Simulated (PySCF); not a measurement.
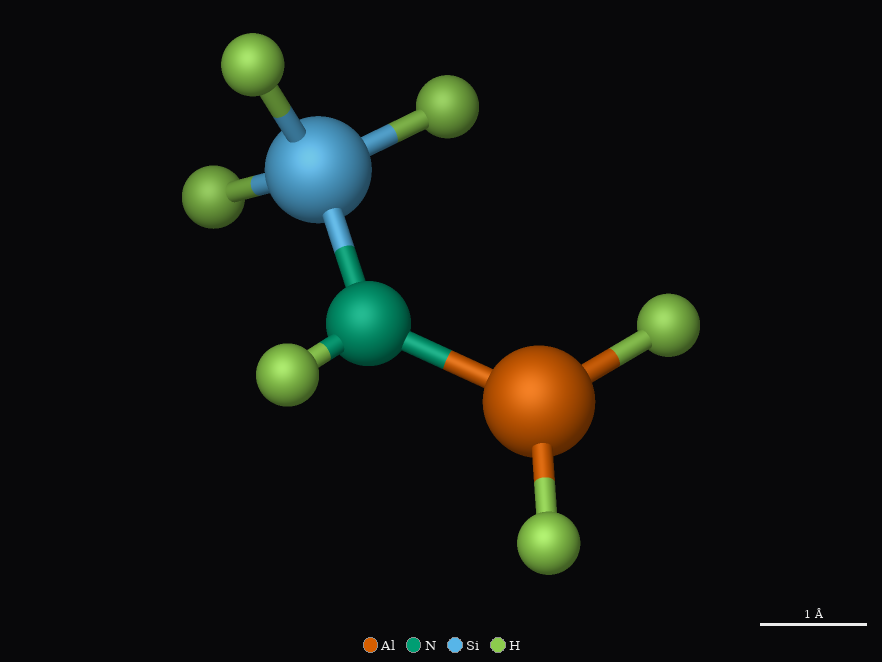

The picture shows a molecular structure as a ball-and-stick model. Every bond is drawn as one stick, whatever its order.

The computed structure is the end point of a PBE0-D3(BJ)/def2-SVP optimisation. No frequency run is at hand to confirm it as a minimum.

> Which formula does it have?

AlH6NSi, 9 atoms: 1 aluminium, 6 hydrogen, 1 nitrogen and 1 silicon.

> What is its SMILES?

[AlH2][NH][SiH3]

> Count the bonded pairs by element.

3 Si–H, 2 Al–H, 1 Al–N, 1 N–Si, 1 N–H.

> Name functional groups in it.

Among them: Si–H bond, Si–N bond.

The parts below concern this one geometry. Atoms keep their numbers from picture to picture.

### Symmetry

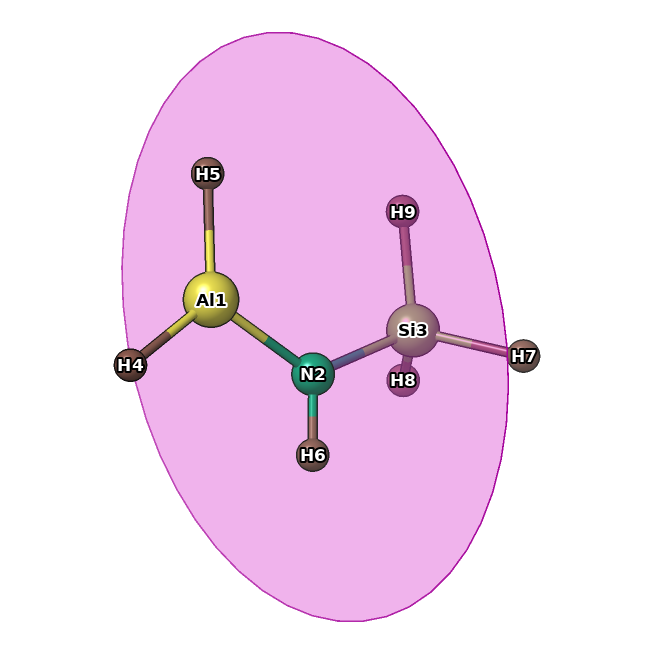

A disc through the centre of mass is drawn in. Distant atoms are faded towards the background colour. No frequency run is at hand to confirm it as a minimum.

> Is the plane of the disc a mirror plane of the structure?

No. The point group is Cs, with 1 mirror plane, and this plane isn't one of its mirror planes.

### Dipole moment

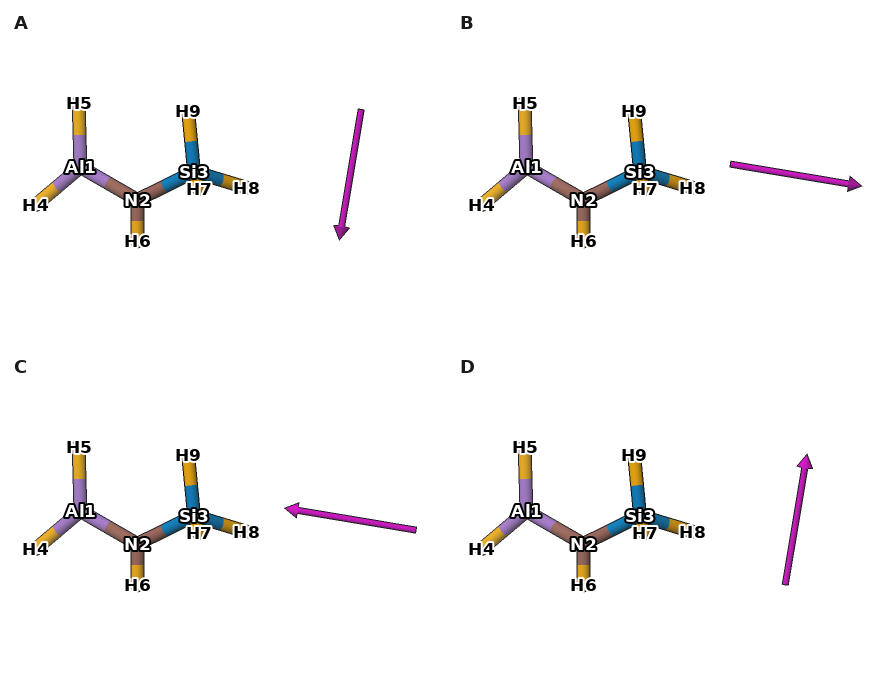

The same molecule four times, each with an arrow. No frequency run is at hand to confirm it as a minimum. Method: CAM-B3LYP/def2-SVPD, gas phase (PySCF 2.14.0).

> Which arrow points along the dipole moment, from the negative to the positive end?

A. The dipole moment is 0.85 D; it points from the side of H9 to the side of H6 (the outermost atoms at the two ends).

### Levels of theory compared

No frequency run is at hand to confirm it as a minimum. Program: PySCF 2.14.0.

Tabulate lowest singlet excitation (eV), polarisability (bohr³) at these levels: B3LYP/def2-SVPD; BHandHLYP/def2-SVPD; CAM-B3LYP/def2-SVPD; HF/def2-SVPD; LDA/def2-SVPD; PBE/def2-SVPD; PBE0/def2-SVPD.

```
              level  lowest singlet excitation (eV)  polarisability (bohr³)
    B3LYP/def2-SVPD                            5.70                    65.7
BHandHLYP/def2-SVPD                            6.38                    62.3
CAM-B3LYP/def2-SVPD                            6.11                    64.4
       HF/def2-SVPD                            7.00                    58.7
      LDA/def2-SVPD                            5.08                    70.6
      PBE/def2-SVPD                            5.16                    68.8
     PBE0/def2-SVPD                            5.84                    65.3
```

### Spin–spin coupling

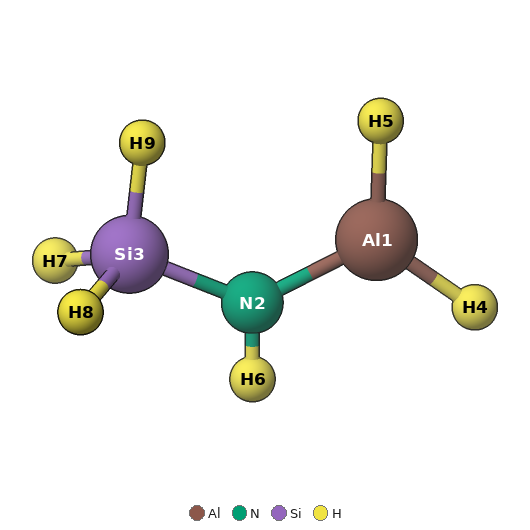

No frequency run is at hand to confirm it as a minimum. Level of theory: B3LYP/def2-TZVP indirect spin-spin coupling, non-relativistic, gas phase (PySCF 2.14.0). Isotopes: 27Al, 1H, 15N, 29Si.

Give the spin–spin coupling constants of these pairs, with the number of bonds between them: N2/Si3, Al1/H6, N2/H7, N2/H8, N2/H5, Al1/H8, Al1/H9, Al1/H7, Si3/H5, H5/H6, H6/H9.

```json
{"pair": "N2, Si3", "bonds apart": "1", "J (Hz)": "6.2"}
{"pair": "Al1, H6", "bonds apart": "2", "J (Hz)": "−5.6"}
{"pair": "N2, H7", "bonds apart": "2", "J (Hz)": "−3.4"}
{"pair": "N2, H8", "bonds apart": "2", "J (Hz)": "−3.3"}
{"pair": "N2, H5", "bonds apart": "2", "J (Hz)": "−10.6"}
{"pair": "Al1, H8", "bonds apart": "3", "J (Hz)": "4.0"}
{"pair": "Al1, H9", "bonds apart": "3", "J (Hz)": "3.0"}
{"pair": "Al1, H7", "bonds apart": "3", "J (Hz)": "4.2"}
{"pair": "Si3, H5", "bonds apart": "3", "J (Hz)": "−1.2"}
{"pair": "H5, H6", "bonds apart": "3", "J (Hz)": "4.5"}
{"pair": "H6, H9", "bonds apart": "3", "J (Hz)": "10.5"}
```
